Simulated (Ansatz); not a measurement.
**C4H8OSi (SMILES CC1=C(C[SiH3])O1): density, localisation and related maps**

Input file:

```
crystal:
  periodic: [false, false, false]
  atoms:
    - { symbol: C, position_ang: [-2.0878, 1.4604, -0.3338] }
    - { symbol: C, position_ang: [-1.1511, 0.758, 0.3831] }
    - { symbol: C, position_ang: [-0.1811, 0.038, 0.7345] }
    - { symbol: C, position_ang: [1.1039, -0.7817, 0.8293] }
    - { symbol: Si, position_ang: [1.8151, -1.2256, -0.8179] }
    - { symbol: O, position_ang: [-0.9749, 0.5565, 1.7317] }
    - { symbol: H, position_ang: [-1.9192, 1.4543, -1.4176] }
    - { symbol: H, position_ang: [-3.1002, 1.1261, -0.1667] }
    - { symbol: H, position_ang: [-2.1223, 2.5762, -0.0106] }
    - { symbol: H, position_ang: [0.7768, -1.7233, 1.3729] }
    - { symbol: H, position_ang: [1.7673, -0.288, 1.4767] }
    - { symbol: H, position_ang: [2.2611, 0.0179, -1.5026] }
    - { symbol: H, position_ang: [2.9624, -2.0444, -0.602] }
    - { symbol: H, position_ang: [0.837, -1.9536, -1.6481] }
basis:
  gaussian: { orbitals: def2-SVP }
hamiltonian:
  xc: hf
relax:
  f_tol: 0.015
  max_steps: 40
output:
  orbitals: {}
```

Launched as:

```sh
ansatz run input.yaml --threads 2 --pin off --max-ram 3072MiB --backend cpu --events-out ev --progress --plain --runs-dir out
```

The fields are those of the relaxed geometry.

The calculation used RHF/def2-SVP (Ansatz 0.2.0).

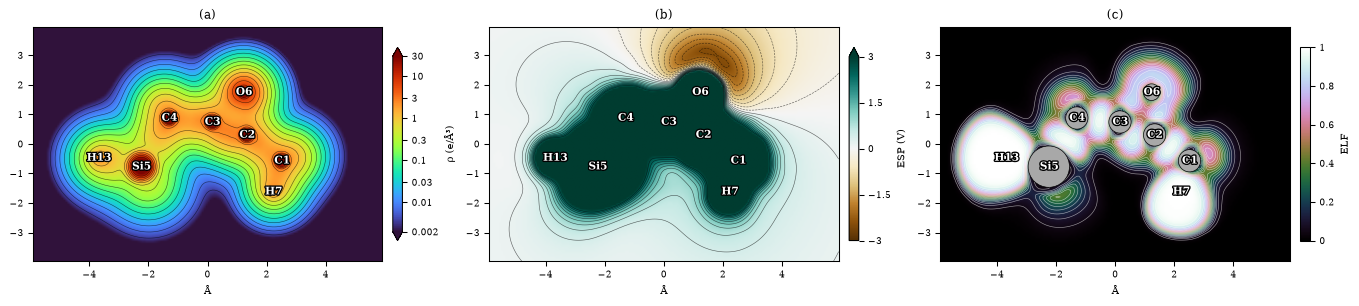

Figure 1. (a) total electron density; (b) molecular electrostatic potential; (c) ELF on the plane of atoms C4, Si5 and H13. Grey discs cover the atomic cores in the ELF map.

Read the bonding off the picture.

- Atoms in the plane: C, Si, O and H.
- C–C (1.25 Å): ρ at the midpoint is about 2.5 e/Å³; the ELF peaks at about 0.85 between the atoms: a short, multiple covalent bond.
- C–O (1.45 Å): ρ at the midpoint is about 1.8 e/Å³; the ELF peaks at about 0.80 between the atoms (a shared but strongly polarised pair).
- C–Si (1.90 Å): ρ is about 0.96 e/Å³ halfway; the ELF peaks at about 1 between the atoms: localised, covalent bonding.
- C–H (1.09 Å): ρ at the midpoint is about 2 e/Å³; the ELF climbs to about 1 towards the hydrogen, as it does in any bond to H; an ordinary covalent bond to hydrogen.
- Si–H (1.48 Å): the density is about 0.77 e/Å³ at the midpoint; the ELF climbs to about 1 towards the hydrogen.
- The ELF also peaks beside O6, away from the bonds: lone-pair regions.
- Outside the dense part of the molecule the potential is most negative (−2.5 V) near O6.

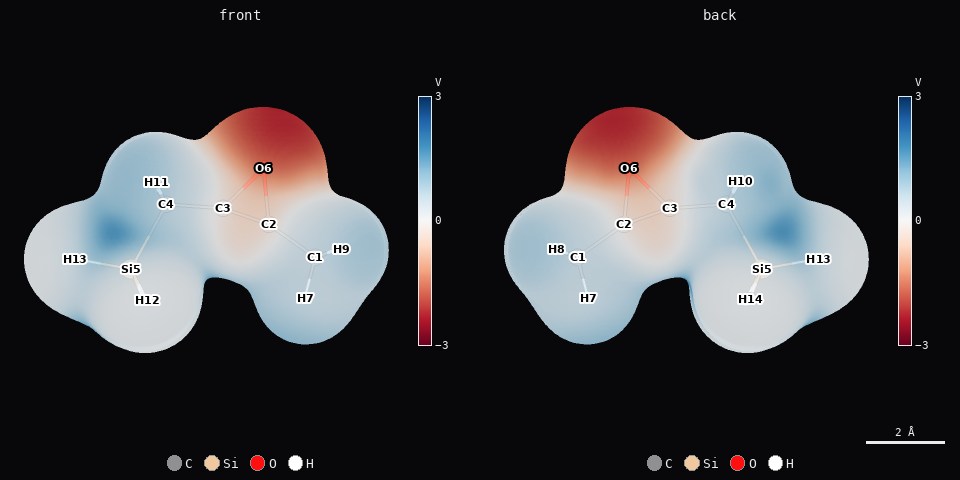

Figure 2. The electrostatic potential painted on the density surface at 0.002 e/bohr³, seen from the front and from behind; red is negative and blue positive.

Which sites attract a positive test charge, and which a negative one?

A positive charge is drawn to the negative regions and a negative charge to the positive ones. The most negative region (about −2.3 V) lies over O6, the most positive (about +1.6 V) over Si5. O6 is the likeliest acceptor of a hydrogen bond.

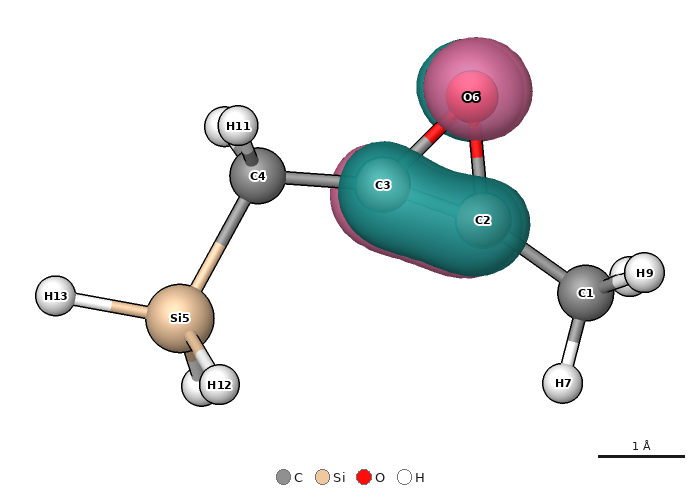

Figure 3. The HOMO at ±0.2 Å⁻³ᐟ² (teal and pink are the two phases), seen across its widest extent.

What is the character of this orbital?

By Hirshfeld shares it lies mainly on O6 (about 35 %), C3 (about 25 %) and C2 (about 25 %); π-antibonding (π*) across O6–C3. Its energy is −8.31 eV.

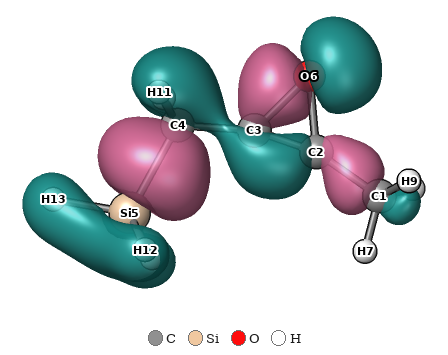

Figure 4. The HOMO−1 at ±0.08 Å⁻³ᐟ² (teal and pink are the two phases), seen across its widest extent.

Where does this orbital lie, and at what energy?

It lies mainly on O6 (about 25 %), C4 (about 25 %), Si5 (about 20 %) and C3 (about 10 %). Its energy is −12.14 eV.
